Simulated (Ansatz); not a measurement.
**GaH2 (doublet): correlated methods under varied settings at scale of all distances = 1.312**

Aim: run GaH2 (doublet) at one geometry under a spread of methods and options, and see what each costs and gives.

Program: Ansatz 0.2.0, Gaussian basis. Level of theory: the settings change from run to run. These are calculated values, not measurements.

18 further runs of the same task are left out: 1 for a known fault of the program, 14 that didn't finish, 3 set aside as unsound or not needed.

## Step 1: What is computed

The geometry derives from a PBE0/def2-TZVP stationary point (not a proven minimum). All distances are scaled together. No spin-orbit coupling is included. The filled d shell of Ga may be among the frozen orbitals whatever the setting's name suggests; the logs give the count.

3 atoms, charge 0, spin multiplicity 2.

Atoms are counted from 1 here; the program's logs count them from 0.

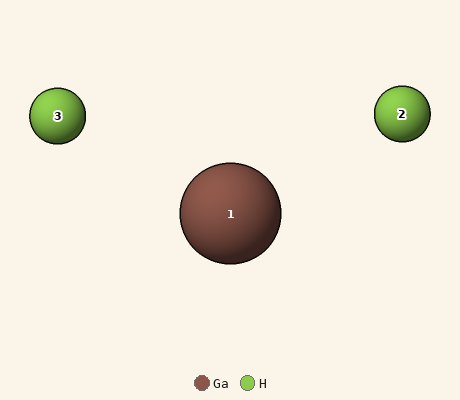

The structure; gallium brown, hydrogen green; atoms are numbered from 1 in the order of the file.

## Step 2: CCSD(T) on ROHF/def2-SVPD

in.yaml reads:

```yaml
crystal:
  periodic: [false, false, false]
  atoms:
    - {symbol: Ga, position_ang: [0.000000, -0.029165, 0.000000]}
    - {symbol: H, position_ang: [0.000000, 1.008724, -1.814643]}
    - {symbol: H, position_ang: [0.000000, 1.008724, 1.814643]}
basis:
  gaussian: {orbitals: def2-SVPD}
magnetization: {spin_polarized: false, initial_magnetization: 1}
correlation: {method: ccsd_t, electrons: outside_noble_gas, diis_vectors: 12}
output: {forces: true}
```

Started as:

```
ansatz run in.yaml --threads 1 --pin off --events-out ev --progress --plain --max-ram 2393MiB
```

Standard output (excerpt; [...] marks lines left out):

```text
Functional definition: HF
  name "HF"
  cite "Fock, Z. Phys. 61, 126 (1930) doi:10.1007/BF01340294"
  parent pbe
[...]
519 factors; integrals over basis functions are off by at most 5.0e-4 eV
[...]
mean field -52355.83560085 eV, -1924.0414702712 hartree, gradient 9.2e-7 eV, S^2 0.750000; 2 other end points of the search recorded, 0 dependent functions left out
[...]
determinant -52355.83560085 eV, -1924.0414702712 hartree, with singles and doubles -52358.44473230 eV, -1924.1373540834 hartree
determinant -52353.32260135 eV, -1923.9491192429 hartree, with singles and doubles -52356.44401145 eV, -1924.0638289485 hartree
determinant -52352.95237472 eV, -1923.9355136652 hartree, with singles and doubles -52356.29021494 eV, -1924.0581770307 hartree
14 core orbitals not correlated: weight in the atoms' cores, before any rotation towards them, 1.000 or more for the frozen orbitals, at most 0.000 for the correlated occupied ones
reference -52355.83560085 eV, -1924.0414702712 hartree; 3, 2 occupied and 37, 38 virtual orbitals, 519 factors
second order -1.77488215 eV of doubles, -0.06313039 eV of singles
cycle   1  -2.57422050 eV  change   -6.7e-2 eV  update   2.0e-2
[...]
cycle  12  -2.58809219 eV  change    5.2e-7 eV  update   6.5e-7
perturbative correction -0.07369947 eV, -0.0027084057 hartree
[...]
Total energy: -52358.49739251 eV, -1924.1392893106 hartree
Atom 0 at     0.000000    -0.029165     0.000000 Å, force     0.000000     1.818483    -0.000000 eV/Å
Atom 1 at     0.000000     1.008724    -1.814643 Å, force    -0.000000    -0.909242     1.639239 eV/Å
Atom 2 at     0.000000     1.008724     1.814643 Å, force     0.000000    -0.909242    -1.639239 eV/Å
Dipole moment:     0.000000    -0.274046    -0.000000 e Å
```

Run time: 2.8 s. Hardware: 1 thread of Arm Neoverse V2, shared host.

From the report: correlation -2.6618 eV; T1 0.047; largest double amplitude 0.07.

## Step 3: MP2 on ROHF/aug-cc-pVDZ

in.yaml: that of step 2 with these lines changed.

```diff
@@ -7,5 +7,4 @@
 basis:
-  gaussian: {orbitals: def2-SVPD}
+  gaussian: {orbitals: aug-cc-pVDZ}
 magnetization: {spin_polarized: false, initial_magnetization: 1}
-correlation: {method: ccsd_t, electrons: outside_noble_gas, diis_vectors: 12}
-output: {forces: true}
+correlation: {method: mp2, electrons: outside_noble_gas}
```

The command is unchanged.

Standard output:

```text
Functional definition: HF
  name "HF"
  cite "Fock, Z. Phys. 61, 126 (1930) doi:10.1007/BF01340294"
  parent pbe
  exchange = exact_x
  correlation = 0
576 factors; integrals over basis functions are off by at most 4.9e-4 eV
mean field evaluation 1: about -52361.1503 eV, gradient 6.3e0 eV
mean field evaluation 2: about -52361.1506 eV, gradient 6.3e0 eV
mean field evaluation 4: about -52361.6614 eV, gradient 1.2e0 eV
mean field evaluation 8: about -52361.7277 eV, gradient 5.2e-3 eV
mean field -52361.72769009 eV, -1924.2580005572 hartree, gradient 5.9e-6 eV, S^2 0.750000; 0 other end points of the search recorded, 0 dependent functions left out
mean field evaluation 16: about -52361.9437 eV, gradient 1.4e0 eV
14 core orbitals not correlated: weight in the atoms' cores, before any rotation towards them, 1.000 or more for the frozen orbitals, at most 0.000 for the correlated occupied ones
reference -52361.72769009 eV, -1924.2580005572 hartree; 3, 2 occupied and 37, 38 virtual orbitals, 576 factors
second order -1.79465434 eV of doubles, -0.06635937 eV of singles
Total energy: -52363.58870380 eV, -1924.3263915493 hartree
```

Wall time 0.87 s (1 thread of Arm Neoverse V2, shared host).

## Step 4: BCCD on UHF/cc-pVTZ-DK

in.yaml reads:

```yaml
crystal:
  periodic: [false, false, false]
  atoms:
    - {symbol: Ga, position_ang: [0.000000, -0.029165, 0.000000]}
    - {symbol: H, position_ang: [0.000000, 1.008724, -1.814643]}
    - {symbol: H, position_ang: [0.000000, 1.008724, 1.814643]}
basis:
  gaussian: {orbitals: cc-pVTZ-DK}
magnetization: {spin_polarized: true, initial_magnetization: 1}
correlation: {method: bccd, electrons: outside_noble_gas}
```

The command is unchanged.

Standard output (excerpt; [...] marks lines left out):

```text
Functional definition: HF
  name "HF"
  cite "Fock, Z. Phys. 61, 126 (1930) doi:10.1007/BF01340294"
  parent pbe
[...]
432 factors; integrals over basis functions are off by at most 8.2e-4 eV
[...]
mean field -52878.77363999 eV, -1943.2590887495 hartree, gradient 1.9e-6 eV, S^2 0.878907; 5 other end points of the search recorded, 0 dependent functions left out
determinant -52878.77363999 eV, -1943.2590887495 hartree, with singles and doubles -52881.35154418 eV, -1943.3538249810 hartree
determinant -52876.76376017 eV, -1943.1852270285 hartree, with singles and doubles -52879.19300475 eV, -1943.2745001203 hartree
determinant -52876.34596302 eV, -1943.1698732663 hartree, with singles and doubles -52877.98761043 eV, -1943.2302026960 hartree
determinant -52876.22839790 eV, -1943.1655528280 hartree, with singles and doubles -52879.23248443 eV, -1943.2759509715 hartree
14 core orbitals not correlated: weight in the atoms' cores, before any rotation towards them, 1.000 or more for the frozen orbitals, at most 0.000 for the correlated occupied ones
reference -52878.77363999 eV, -1943.2590887495 hartree; 3, 2 occupied and 54, 55 virtual orbitals, 432 factors
second order -1.75525179 eV of doubles, -0.00000000 eV of singles
cycle   1  -2.49305729 eV  change   -1.2e-1 eV  update   2.6e-2
[...]
cycle  11  -2.49770844 eV  change   -5.0e-7 eV  update   4.0e-6
Total energy: -52881.27134843 eV, -1943.3508778417 hartree
Relativity: scalar
```

Wall time 3 s (1 thread of Arm Neoverse V2, shared host).

From the report: ⟨S²⟩ of the determinant 0.879 (pure doublet: 0.75); correlation -2.4977 eV; largest double amplitude 0.08.

## Step 5: BCCD(T) on ROHF/aug-cc-pVDZ

in.yaml reads:

```yaml
crystal:
  periodic: [false, false, false]
  atoms:
    - {symbol: Ga, position_ang: [0.000000, -0.029165, 0.000000]}
    - {symbol: H, position_ang: [0.000000, 1.008724, -1.814643]}
    - {symbol: H, position_ang: [0.000000, 1.008724, 1.814643]}
basis:
  gaussian: {orbitals: aug-cc-pVDZ}
magnetization: {spin_polarized: false, initial_magnetization: 1}
correlation: {method: bccd_t, electrons: valence, diis_vectors: 4}
scf: {lower_state_search: off}
```

Launched as before.

Standard output (excerpt; [...] marks lines left out):

```text
Functional definition: HF
  name "HF"
  cite "Fock, Z. Phys. 61, 126 (1930) doi:10.1007/BF01340294"
  parent pbe
[...]
576 factors; integrals over basis functions are off by at most 4.9e-4 eV
[...]
mean field -52361.72769009 eV, -1924.2580005572 hartree, gradient 5.9e-6 eV, S^2 0.750000; 0 other end points of the search recorded, 0 dependent functions left out
9 core orbitals not correlated: weight in the atoms' cores, before any rotation towards them, 1.000 or more for the frozen orbitals, at most 0.000 for the correlated occupied ones
reference -52361.72769009 eV, -1924.2580005572 hartree; 8, 7 occupied and 37, 38 virtual orbitals, 576 factors
second order -2.27117745 eV of doubles, -0.06977489 eV of singles
cycle   1  -2.82784581 eV  change   -4.8e-1 eV  update   8.0e-2
[...]
cycle  13  -3.13389581 eV  change   -1.6e-6 eV  update   7.5e-6
perturbative correction -0.11492268 eV, -0.0042233307 hartree
Total energy: -52364.97650859 eV, -1924.3773924347 hartree
Checks for a lower state left out: stability, starts, cluster_reference, orbital_swaps, neighbouring_geometries, increment
```

Wall time 2 s (1 thread of Arm Neoverse V2, shared host).

From the report: correlation -3.2488 eV; largest double amplitude 0.05.

## Step 6: MRCISD+Q(relaxed)(5,6)/6-31G*

in.yaml reads:

```yaml
crystal:
  periodic: [false, false, false]
  atoms:
    - {symbol: Ga, position_ang: [0.000000, -0.029165, 0.000000]}
    - {symbol: H, position_ang: [0.000000, 1.008724, -1.814643]}
    - {symbol: H, position_ang: [0.000000, 1.008724, 1.814643]}
basis:
  gaussian: {orbitals: "6-31G*"}
magnetization: {spin_polarized: false, initial_magnetization: 1}
hamiltonian: {pseudopotentials: {relativity: scalar}}
correlation: {method: fic_mrcisd_q_relaxed, electrons: outside_noble_gas, active_space: {window: {electrons: 5, orbitals: 6}, states: [{multiplicity: 2, weights: [1, 1]}]}}
scf: {lower_state_search: off}
```

Launched as before.

Standard output (excerpt; [...] marks lines left out):

```text
Functional definition: HF
  name "HF"
  cite "Fock, Z. Phys. 61, 126 (1930) doi:10.1007/BF01340294"
  parent pbe
[...]
624 factors; integrals over basis functions are off by at most 9.6e-8 eV
[...]
mean field -52769.56874921 eV, -1939.2458830352 hartree, gradient 1.6e-6 eV, S^2 0.750000; 0 other end points of the search recorded, 0 dependent functions left out
reference -52769.56874921 eV, -1939.2458830352 hartree; 17, 16 occupied and 22, 23 virtual orbitals, 624 factors
state -52771.15312192 eV, -1939.3041076582 hartree
state -52769.22758926 eV, -1939.2333456380 hartree
contracted CI cycle   1: correlation 0.00000000 eV, 0.0000000000 hartree, residual 5.05e0 eV
contracted CI cycle   2: correlation -0.67777574 eV, -0.0249077992 hartree, residual 1.36e0 eV
contracted CI cycle   3: correlation -0.72132685 eV, -0.0265082727 hartree, residual 5.12e-1 eV
[...]
contracted CI cycle   4: correlation -0.76744028 eV, -0.0282029100 hartree, residual 1.87e-1 eV
contracted CI cycle   5: correlation -0.76858192 eV, -0.0282448646 hartree, residual 1.15e-1 eV
contracted CI cycle   6: correlation -0.76903986 eV, -0.0282616937 hartree, residual 6.69e-2 eV
contracted CI cycle   7: correlation -0.76916620 eV, -0.0282663366 hartree, residual 3.31e-2 eV
contracted CI cycle   8: correlation -0.76919944 eV, -0.0282675581 hartree, residual 1.32e-2 eV
contracted CI cycle   9: correlation -0.76920408 eV, -0.0282677287 hartree, residual 5.22e-3 eV
contracted CI cycle  10: correlation -0.76920480 eV, -0.0282677548 hartree, residual 1.99e-3 eV
contracted CI cycle  11: correlation -0.76920492 eV, -0.0282677593 hartree, residual 8.30e-4 eV
state -52769.22758926 eV, -1939.2333456380 hartree; corrected -52770.01859330 eV, -1939.2624145004 hartree
Total energy: -52770.96025683 eV, -1939.2970199968 hartree
Relativity: scalar
Checks for a lower state left out: stability, starts, cluster_reference, orbital_swaps, neighbouring_geometries, increment
```

Run time: 1.4 s. Hardware: 1 thread of Arm Neoverse V2, shared host.

From the report: 76 determinants; active occupations (of the averaged states) 1.93, 1.81, 0.62, 0.51, 0.07, 0.06.

## Step 7: CASSCF(3,2)/STO-3G

in.yaml reads:

```yaml
crystal:
  periodic: [false, false, false]
  atoms:
    - {symbol: Ga, position_ang: [0.000000, -0.029165, 0.000000]}
    - {symbol: H, position_ang: [0.000000, 1.008724, -1.814643]}
    - {symbol: H, position_ang: [0.000000, 1.008724, 1.814643]}
basis:
  gaussian: {orbitals: STO-3G, fitting: {mean_field: def2-universal-jkfit}}
magnetization: {spin_polarized: false, initial_magnetization: 1}
correlation: {active_space: {window: {electrons: 3, orbitals: 2}}}
output: {forces: true}
```

Same command.

Standard output (excerpt; [...] marks lines left out):

```text
Functional definition: HF
  name "HF"
  cite "Fock, Z. Phys. 61, 126 (1930) doi:10.1007/BF01340294"
  parent pbe
[...]
302 factors; integrals over basis functions are off by at most 1.6e-2 eV
[...]
mean field -51754.78200396 eV, -1901.9531579941 hartree, gradient 2.8e-6 eV, S^2 0.750000; 20 other end points of the search recorded, 0 dependent functions left out
reference -51754.78200396 eV, -1901.9531579941 hartree; 17, 16 occupied and 3, 4 virtual orbitals, 302 factors
state -51754.78200396 eV, -1901.9531579941 hartree
[...]
Total energy: -51754.78200396 eV, -1901.9531579941 hartree
Atom 0 at     0.000000    -0.029165     0.000000 Å, force     0.000000     2.965079    -0.000000 eV/Å
Atom 1 at     0.000000     1.008724    -1.814643 Å, force    -0.000000    -1.482539     4.597160 eV/Å
Atom 2 at     0.000000     1.008724     1.814643 Å, force    -0.000000    -1.482539    -4.597160 eV/Å
Dipole moment:    -0.000000     0.384678    -0.000000 e Å
```

Wall time 1.1 s (1 thread of Arm Neoverse V2, shared host).

From the report: 2 determinants; active occupations 2.00, 1.00. With so small a space the active step adds no correlation: the energy is the mean field's.

## Step 8: CCSDT/cc-pVDZ

in.yaml reads:

```yaml
crystal:
  periodic: [false, false, false]
  atoms:
    - {symbol: Ga, position_ang: [0.000000, -0.029165, 0.000000]}
    - {symbol: H, position_ang: [0.000000, 1.008724, -1.814643]}
    - {symbol: H, position_ang: [0.000000, 1.008724, 1.814643]}
basis:
  gaussian: {orbitals: cc-pVDZ}
magnetization: {spin_polarized: false, initial_magnetization: 1}
hamiltonian: {xc: {name: PBE}}
correlation: {method: ccsdt, electrons: valence}
accuracy: high
scf: {omitted_lower_state_checks: [cluster_reference]}
```

The command is unchanged.

Standard output (excerpt; [...] marks lines left out):

```text
Functional definition: PBE
  name "PBE"
  cite "Perdew, Burke & Ernzerhof, Phys. Rev. Lett. 77, 3865 (1996) doi:10.1103/PhysRevLett.77.3865"
  parent pbe
[...]
723 factors; integrals over basis functions are off by at most 4.4e-9 eV
[...]
mean field -52398.48461050 eV, -1925.6087924673 hartree, gradient 6.9e-8 eV, S^2 0.750000; 0 other end points of the search recorded, 0 dependent functions left out
9 core orbitals not correlated: weight in the atoms' cores, before any rotation towards them, 1.000 or more for the frozen orbitals, at most 0.000 for the correlated occupied ones
reference -52360.98662137 eV, -1924.2307667839 hartree; 8, 7 occupied and 20, 21 virtual orbitals, 723 factors
second order -2.51294867 eV of doubles, -0.62643594 eV of singles
cycle   1  -3.35143797 eV  change   -2.2e-1 eV  update   8.0e-2
[...]
cycle  27  -3.75705341 eV  change  -8.3e-10 eV  update   1.5e-9
Total energy: -52364.74367478 eV, -1924.3688359503 hartree
Checks for a lower state left out: cluster_reference
```

Run time: 9.5 s. Hardware: 1 thread of Arm Neoverse V2, shared host.

From the report: correlation -3.7571 eV; T1 0.030; largest double amplitude 0.11. The orbitals are Kohn-Sham ones, so correlation energy and T1 don't compare with those on Hartree-Fock orbitals.

## Step 9: CCSDT on UHF/def2-SVP

in.yaml reads:

```yaml
crystal:
  periodic: [false, false, false]
  atoms:
    - {symbol: Ga, position_ang: [0.000000, -0.029165, 0.000000]}
    - {symbol: H, position_ang: [0.000000, 1.008724, -1.814643]}
    - {symbol: H, position_ang: [0.000000, 1.008724, 1.814643]}
basis:
  gaussian: {orbitals: def2-SVP}
magnetization: {spin_polarized: true, initial_magnetization: 1}
correlation: {method: ccsdt, electrons: outside_noble_gas}
```

The command is unchanged.

Standard output (excerpt; [...] marks lines left out):

```text
Functional definition: HF
  name "HF"
  cite "Fock, Z. Phys. 61, 126 (1930) doi:10.1007/BF01340294"
  parent pbe
[...]
669 factors; integrals over basis functions are off by at most 1.8e-7 eV
[...]
mean field -52356.06205190 eV, -1924.0497921939 hartree, gradient 8.3e-6 eV, S^2 0.868256; 5 other end points of the search recorded, 0 dependent functions left out
determinant -52356.06205190 eV, -1924.0497921939 hartree, with singles and doubles -52358.25188527 eV, -1924.1302670858 hartree
determinant -52353.93669801 eV, -1923.9716868791 hartree, with singles and doubles -52356.10691065 eV, -1924.0514407225 hartree
determinant -52353.66300951 eV, -1923.9616290123 hartree, with singles and doubles -52356.27336630 eV, -1924.0575578547 hartree
determinant -52353.55945837 eV, -1923.9578235780 hartree, with singles and doubles -52354.99832315 eV, -1924.0107008832 hartree
14 core orbitals not correlated: weight in the atoms' cores, before any rotation towards them, 1.000 or more for the frozen orbitals, at most 0.000 for the correlated occupied ones
reference -52356.06205190 eV, -1924.0497921939 hartree; 3, 2 occupied and 25, 26 virtual orbitals, 669 factors
second order -1.44835790 eV of doubles, -0.00000000 eV of singles
cycle   1  -1.83073841 eV  change   -3.8e-1 eV  update   7.6e-2
[...]
cycle  16  -2.27494762 eV  change   -5.0e-7 eV  update   5.1e-7
Total energy: -52358.33699952 eV, -1924.1333949770 hartree
```

It took 2.6 s on 1 thread of Arm Neoverse V2, shared host.

From the report: ⟨S²⟩ of the determinant 0.868 (pure doublet: 0.75); correlation -2.2749 eV; T1 0.045; largest double amplitude 0.10.

## Step 10: BCCD(T) on UHF/aug-cc-pVDZ

in.yaml: that of step 9 with these lines changed.

```diff
@@ -7,4 +7,6 @@
 basis:
-  gaussian: {orbitals: def2-SVP}
+  gaussian: {orbitals: aug-cc-pVDZ}
 magnetization: {spin_polarized: true, initial_magnetization: 1}
-correlation: {method: ccsdt, electrons: outside_noble_gas}
+correlation: {method: bccd_t, electrons: outside_noble_gas}
+accuracy: high
+output: {forces: true}
```

Launched as before.

Standard output (excerpt; [...] marks lines left out):

```text
Functional definition: HF
  name "HF"
  cite "Fock, Z. Phys. 61, 126 (1930) doi:10.1007/BF01340294"
  parent pbe
[...]
1033 factors; integrals over basis functions are off by at most 4.0e-9 eV
[...]
mean field -52362.01212854 eV, -1924.2684534771 hartree, gradient 1.9e-8 eV, S^2 0.872021; 5 other end points of the search recorded, 0 dependent functions left out
determinant -52362.01212854 eV, -1924.2684534771 hartree, with singles and doubles -52364.38706866 eV, -1924.3557309171 hartree
determinant -52359.91839055 eV, -1924.1915100252 hartree, with singles and doubles -52362.20845211 eV, -1924.2756682355 hartree
determinant -52359.56474888 eV, -1924.1785139336 hartree, with singles and doubles -52362.34027845 eV, -1924.2805127639 hartree
determinant -52359.53181411 eV, -1924.1773036031 hartree, with singles and doubles -52361.06800172 eV, -1924.2337574565 hartree
14 core orbitals not correlated: weight in the atoms' cores, before any rotation towards them, 1.000 or more for the frozen orbitals, at most 0.000 for the correlated occupied ones
reference -52362.01212854 eV, -1924.2684534771 hartree; 3, 2 occupied and 37, 38 virtual orbitals, 1033 factors
second order -1.56862379 eV of doubles, -0.00000000 eV of singles
cycle   1  -2.35170301 eV  change   -6.0e-2 eV  update   2.2e-2
[...]
cycle  24  -2.35111158 eV  change   2.1e-10 eV  update  4.3e-10
perturbative correction -0.06913482 eV, -0.0025406579 hartree
[...]
Total energy: -52364.43237494 eV, -1924.3573958921 hartree
Atom 0 at     0.000000    -0.029165     0.000000 Å, force     0.000000     1.763238    -0.000000 eV/Å
Atom 1 at     0.000000     1.008724    -1.814643 Å, force    -0.000000    -0.881619     1.587096 eV/Å
Atom 2 at     0.000000     1.008724     1.814643 Å, force    -0.000000    -0.881619    -1.587096 eV/Å
Dipole moment:    -0.000000    -0.284421     0.000000 e Å
```

Wall time 9.5 s (1 thread of Arm Neoverse V2, shared host); peak memory 0.32 GiB.

From the report: ⟨S²⟩ of the determinant 0.872 (pure doublet: 0.75); correlation -2.4202 eV; largest double amplitude 0.05.

## Step 11: The runs in one table

Where basis and cores are those of an earlier FCI/aug-cc-pVDZ run (-52364.4603 eV), and the state is the same kind, the miss against it is given.

```
                                                                 level         correlated  functions  energy (eV)  from FCI (meV)    time
                                             CCSD(T) on ROHF/def2-SVPD  outside noble gas         54  -52358.4974                   2.8 s
                                               MP2 on ROHF/aug-cc-pVDZ  outside noble gas         54  -52363.5887           871.6  0.87 s
                                                BCCD on UHF/cc-pVTZ-DK  outside noble gas         71  -52881.2713                     3 s
                                           BCCD(T) on ROHF/aug-cc-pVDZ            valence         54  -52364.9765                     2 s
MRCISD+Q(relaxed)(5,6)/6-31G* (mean of several states, relativity set)  outside noble gas         39  -52770.9603                   1.4 s
                                                    CASSCF(3,2)/STO-3G                            20  -51754.7820                   1.1 s
                                       CCSDT/cc-pVDZ (on PBE orbitals)            valence         37  -52364.7437                   9.5 s
                                                 CCSDT on UHF/def2-SVP  outside noble gas         42  -52358.3370                   2.6 s
                                            BCCD(T) on UHF/aug-cc-pVDZ  outside noble gas         54  -52364.4324            27.9   9.5 s
```

## Step 12: Outcome

```
quantity                                   value
    runs                                       9
quickest         MP2 on ROHF/aug-cc-pVDZ, 0.87 s
 slowest  CCSDT/cc-pVDZ (on PBE orbitals), 9.5 s
```

What this shows: Total energies in different bases, with other cores or another treatment of relativity can't be set against each other. CCSDT/cc-pVDZ (on PBE orbitals) took 11 times as long as MP2 on ROHF/aug-cc-pVDZ; the jobs differ in more than the method. Among the correlated runs with a miss given, it spans +28 to +872 meV.
